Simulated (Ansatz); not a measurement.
Cost and result by functional for the adsorption energy of H on the 1x1 (111) surface of fcc Pt, one in a 2x2 cell, started at the site 'hollow Pt-Pt-Pt over Pt at depth 4.6 Å', in Ansatz (plane waves, PAW). Single points on the PBE structure, on one kind of machine; costs are rough ratios of the slab run's core time (references not counted) to the cheapest single point. r2SCAN's cost holds its higher cutoff (500 against 420 eV). Differences are taken against r2SCAN for comparison alone: no measured value is at hand, so the table doesn't rank accuracy.

Model: 17-atom slab, 6.9 Å thick at the start under the adsorbate (thin: gaps and levels are the slab's own), 6x6x1 mesh, Fermi-Dirac 0.1 eV, dipole correction, 8 atoms held, the rest relaxed; held to the start's symmetry, so lower structures may exist; no spin, no spin-orbit, no U, no dispersion correction. At the end it is bonded to 3 Pt. In PBE it is, or lies within 0.03 eV of, the lowest of the starts that converged. These notes are the PBE run's. Adsorption energies are against ½ H2(g). A negative adsorption energy means that the adsorbate is more stable on the surface than in its reference.

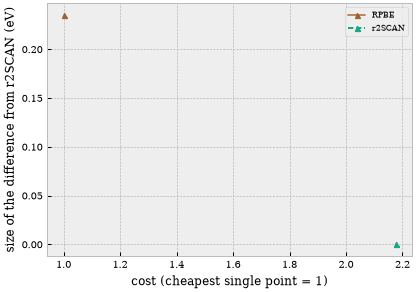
Difference from r2SCAN against cost

```json
[
 {"functional": "RPBE", "relative cost": "1", "adsorption energy (eV)": "-0.30", "less r2SCAN (eV)": "0.24"},
 {"functional": "r2SCAN", "relative cost": "2", "adsorption energy (eV)": "-0.54", "less r2SCAN (eV)": "0.00"},
 {"functional": "PBE (the relaxed run's value)", "relative cost": "–", "adsorption energy (eV)": "-0.46", "less r2SCAN (eV)": "0.07"}
]
```

The values span 0.24 eV, while the single points' costs differ by a factor of roughly 2. Differences are of unrounded values.

Ansatz is a program for electronic structure.
